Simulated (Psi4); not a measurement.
**InH3 (SMILES [H][In]([H])[H]): HF/LANL2DZ (core potential, Cartesian functions)**

What is the energy difference between two shapes of InH3 at HF/LANL2DZ (core potential, Cartesian functions)? 

The calculation is run with Psi4 1.11.

5 further runs of the same task are left out: 3 for a known fault of the program, 2 that didn't finish.

**1. The system as given**

InH3 has 4 atoms, charge 0, and is taken as a singlet. As SMILES, `[H][In]([H])[H]`. The shape comes from GFN2-xTB, which is rough for such elements, and wasn't checked as a minimum.

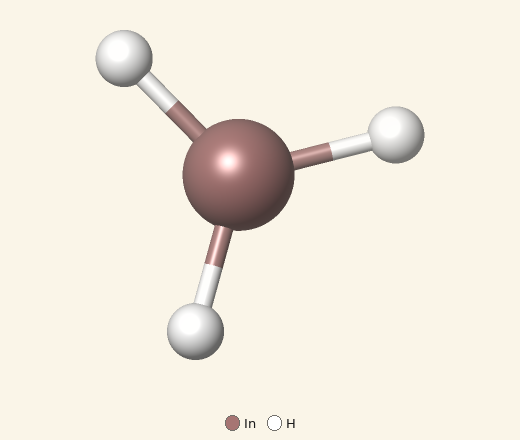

The structure, seen from a chosen angle (indium brown, hydrogen white).

**2. The charge distribution at HF/LANL2DZ (core potential, Cartesian functions)**

Input file h3in.py:

```python
import psi4

psi4.set_memory(1600000000)
psi4.set_num_threads(1)
psi4.core.set_output_file('run.log', False)

geom = psi4.geometry("""
0 1
In     0.000640    -0.000740    -0.000540
H      1.718930    -0.027790     0.013510
H     -0.834510     1.501400    -0.017780
H     -0.885060    -1.472880     0.004810
units angstrom
""")

psi4.set_options(dict(scf_type='pk'))

e, wfn = psi4.energy("scf/LANL2DZ", return_wfn=True)
psi4.oeprop(wfn, "ESP_AT_NUCLEI", "WIBERG_LOWDIN_INDICES", "MULTIPOLE(3)")
print('E =', round(e, 9))
```

On the command line:

```
$ python h3in.py
```

run.log (excerpt; [...] marks lines left out):

```text
[...]
    !!!  WARNING: ECP capability is in beta. Please check occupations closely.  !!!
[...]
  Running in c1 symmetry.
[...]
  Nuclear repulsion =    3.304790648080377
[...]
  Multiplicity = 1
[...]
  Nalpha       = 3
  Nbeta        = 3
[...]
    Number of basis functions: 14
[...]
   @RHF iter   1:    -3.46997155225137   -5.41682e-01   4.90442e-03 DIIS/ADIIS
[...]
   @RHF iter   5:    -3.47747271581525   -9.60811e-09   7.00080e-07 DIIS
[...]
    Orbital Energies [Eh]
    ---------------------
    Doubly Occupied:
       1A     -0.558723     2A     -0.409405     3A     -0.409110
    Virtual:
       4A      0.019430     5A      0.148780     6A      0.149010
       7A      0.174793     8A      0.280204     9A      0.338683
      10A      0.339118    11A      1.222417    12A      1.286120
      13A      1.286149    14A     11.481881
    Final Occupation by Irrep:
              A
    DOCC [     3 ]
[...]
  @RHF Final Energy:    -3.47747271581525
   => Energetics <=
    Nuclear Repulsion Energy =              3.3047906480803766
    One-Electron Energy =                 -10.8100557444924661
    Two-Electron Energy =                   4.0277923805968392
    Total Energy =                         -3.4774727158152503
[...]
 Multipole Moments:
 ------------------------------------------------------------------------------------
     Multipole            Electronic (a.u.)      Nuclear  (a.u.)        Total (a.u.)
 ------------------------------------------------------------------------------------
 L = 1.  Multiply by 2.5417464519 to convert [e a0] to [Debye]
 Dipole X            :          0.0067303           -0.0045896            0.0021406
 Dipole Y            :         -0.0077364            0.0052888           -0.0024476
 Dipole Z            :         -0.0054550            0.0038725           -0.0015825
 Magnitude           :                                                    0.0036163
 L = 2.  Multiply by 1.3450342976 to convert [e a0^2] to [Debye ang]
 Quadrupole XX       :        -30.8105223           15.8357457          -14.9747766
 Quadrupole XY       :         -0.0119270            0.0102938           -0.0016332
[...]
```

Standard output:

```text
E = -3.477472716
```

Wall time 2.1 s (1 thread of Intel Xeon Platinum 8259CL at 2.50GHz (Skylake/Cascade Lake), shared host); peak memory 0.18 GiB.

**3. The distorted shape, same level**

Input file h3in.inp:

```
memory 1600 MB

molecule {
  0 1
  In     0.065324    -0.046112    -0.054608
  H      1.631291     0.038669     0.081468
  H     -1.053323     1.317956    -0.136706
  H     -0.870768    -1.503821    -0.061405
}

set {
  scf_type pk
}

E, wfn = energy("hf/LANL2DZ", return_wfn=True)
oeprop(wfn, "ESP_AT_NUCLEI", "WIBERG_LOWDIN_INDICES", "MULTIPOLE(3)")
print_variables()
```

On the command line:

```
$ psi4 -i h3in.inp -o h3in.out -n 1
```

h3in.out (excerpt; [...] marks lines left out):

```text
[...]
    !!!  WARNING: ECP capability is in beta. Please check occupations closely.  !!!
[...]
  Running in c1 symmetry.
[...]
  Nuclear repulsion =    3.368174505814137
[...]
  Multiplicity = 1
[...]
  Nalpha       = 3
  Nbeta        = 3
[...]
    Number of basis functions: 14
[...]
   @RHF iter   1:    -3.46138341270657   -5.38085e-01   5.12167e-03 ADIIS/DIIS
[...]
   @RHF iter   6:    -3.46934431429793   -6.19250e-10   1.08941e-07 DIIS
[...]
    Orbital Energies [Eh]
    ---------------------
    Doubly Occupied:
       1A     -0.565546     2A     -0.428047     3A     -0.390635
    Virtual:
       4A      0.019935     5A      0.138653     6A      0.154309
       7A      0.186187     8A      0.280516     9A      0.319974
      10A      0.379495    11A      1.220247    12A      1.290214
      13A      1.291563    14A     11.480927
    Final Occupation by Irrep:
              A
    DOCC [     3 ]
[...]
  @RHF Final Energy:    -3.46934431429793
   => Energetics <=
    Nuclear Repulsion Energy =              3.3681745058141375
    One-Electron Energy =                 -10.9065808232421269
    Two-Electron Energy =                   4.0690620031300595
    Total Energy =                         -3.4693443142979303
[...]
 Multipole Moments:
 ------------------------------------------------------------------------------------
     Multipole            Electronic (a.u.)      Nuclear  (a.u.)        Total (a.u.)
 ------------------------------------------------------------------------------------
 L = 1.  Multiply by 2.5417464519 to convert [e a0] to [Debye]
 Dipole X            :          1.2665940           -0.8762835            0.3903104
 Dipole Y            :          0.0214281           -0.0158844            0.0055437
 Dipole Z            :         -0.1173946            0.0845874           -0.0328072
 Magnitude           :                                                    0.3917260
 L = 2.  Multiply by 1.3450342976 to convert [e a0^2] to [Debye ang]
 Quadrupole XX       :        -31.3339007           16.3408833          -14.9930174
 Quadrupole XY       :          0.1346794           -0.1023778            0.0323016
[...]
```

Wall time 2.1 s (1 thread of Intel Xeon Platinum 8259CL at 2.50GHz (Skylake/Cascade Lake), shared host); peak memory 0.18 GiB.

**4. Outcome**

At HF/LANL2DZ (core potential, Cartesian functions):

```
                              quantity        value
             first shape: total energy  -3.47747 Eh
            first shape: dipole moment       0.01 D
              first shape: HOMO energy    -11.13 eV
              first shape: LUMO energy      0.53 eV
            first shape: HOMO–LUMO gap     11.66 eV
         distorted shape: total energy  -3.46934 Eh
        distorted shape: dipole moment       1.00 D
          distorted shape: HOMO energy    -10.63 eV
          distorted shape: LUMO energy      0.54 eV
        distorted shape: HOMO–LUMO gap     11.17 eV
energy change with the atoms displaced     0.221 eV
```

What this shows: With the atoms displaced the energy rises by 0.22 eV (21.3 kJ/mol). The first shape isn't relaxed at this level, so the change isn't measured from a minimum.
